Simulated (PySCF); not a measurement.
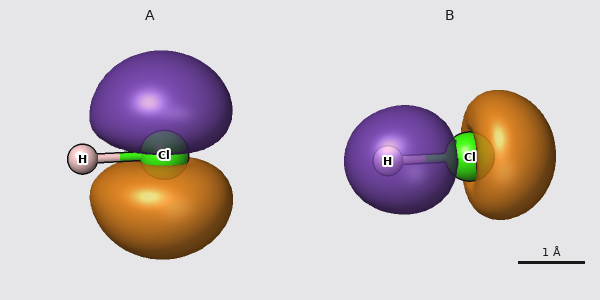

*HCl. Two frontier orbitals, each drawn at the value that holds 80 % of its norm (orange and purple are the two phases), in no order; of a degenerate pair one member is drawn.*

Theory: PySCF 2.14.0, PBE0/aug-pcseg-1, non-relativistic, at a bond length of 1.292 Å.

Label each orbital by symmetry, say whether it is occupied, and order them by energy.

Answer. Orbital B: σ, occupied, −13.32 eV; mainly on Cl (75 %).
Orbital A: π, occupied, −9.51 eV; almost wholly on Cl.
